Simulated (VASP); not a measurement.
Shape and ions are relaxed at each volume.

Energy against volume of HfB2 (AlB2 type). The numbers are results of TPSS meta-GGA, VASP's PBE PAW potentials (set 64) (plane waves; VASP), not measurements.

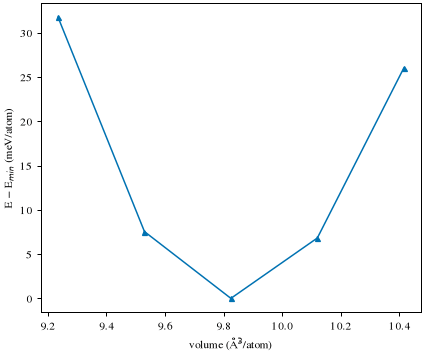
Figure: Energy against volume

Q: Estimate the equilibrium volume and the bulk modulus.

A: The minimum lies near 9.8 Å³/atom, and the curvature gives B0 of about 260 GPa.

The compound is HfB2 in the AlB2 type structure. It was relaxed first.
